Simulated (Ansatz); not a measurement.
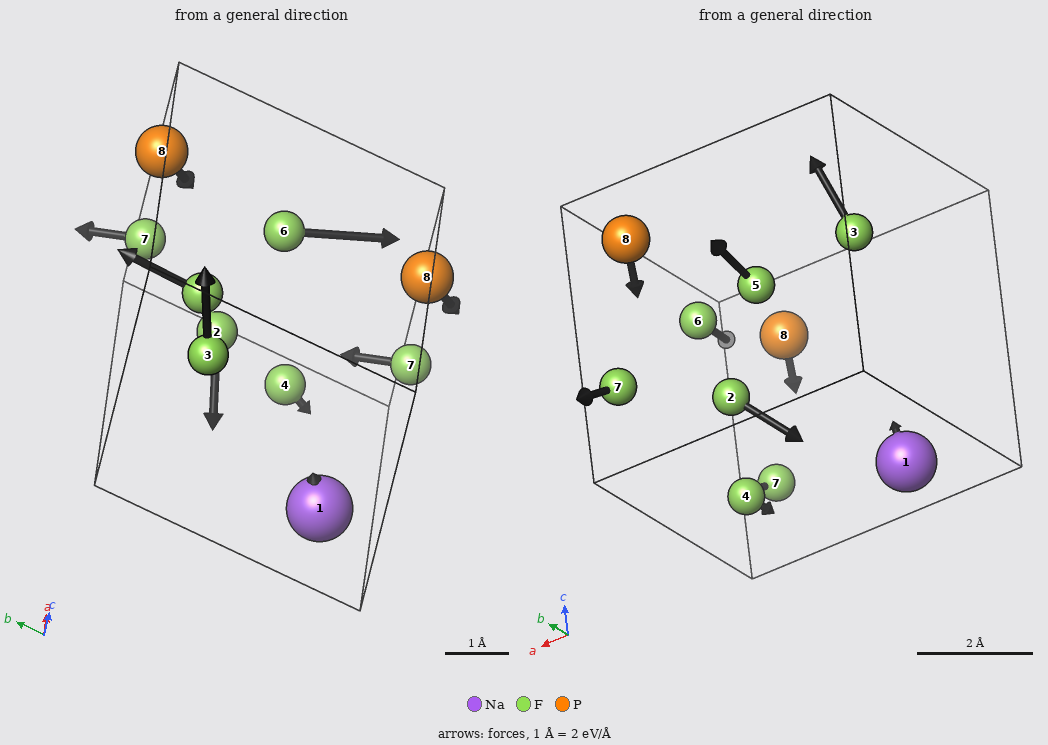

Crystal structure, spheres-only style, seen from two general directions. The simulation cell is drawn as a box. The arrows are the computed forces on the atoms.

System: NaPF$_{6}$. Calculation details: DFT, PAW plane waves, m-r2SCAN (Ansatz); E_cut = 500 eV, a 4×4×4 k-point mesh, Fermi-Dirac smearing of 0.029 eV, no spin polarisation.

Q: Is the structure at rest?

A: No. The atoms still feel forces of up to about 3.1 eV/Å, far above a usual threshold of 0.01 to 0.03 eV/Å.

Q: Which atom carries the strongest force?

A: F6, about 3.1 eV/Å.

The structure is a made-up disordered cell; no relaxation was done. Ansatz was used for an electronic-structure calculation on it.
